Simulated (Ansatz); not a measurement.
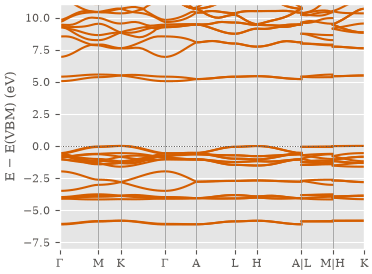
Band structure from the program Ansatz at the r²SCAN+D4 level (PAW)

The gap is 5.04 eV; an edge lies off the plotted path or next to a special point (maximum on the M–K line, 90 % of the way from M, minimum on the Γ–A line, 4 % of the way from Γ).

The material is BCl₃ in space group P6_3/m (No. 176; Cl on 6h, B on 2c).

The workflow started from an entry of the Crystallography Open Database (COD). Whether it is the stable phase at ambient conditions was not checked. The r²SCAN+D4 relaxation kept the symmetry of its start; whether a distortion lowers the energy is not shown.

Potentials: the later of the program's two PAW sets.
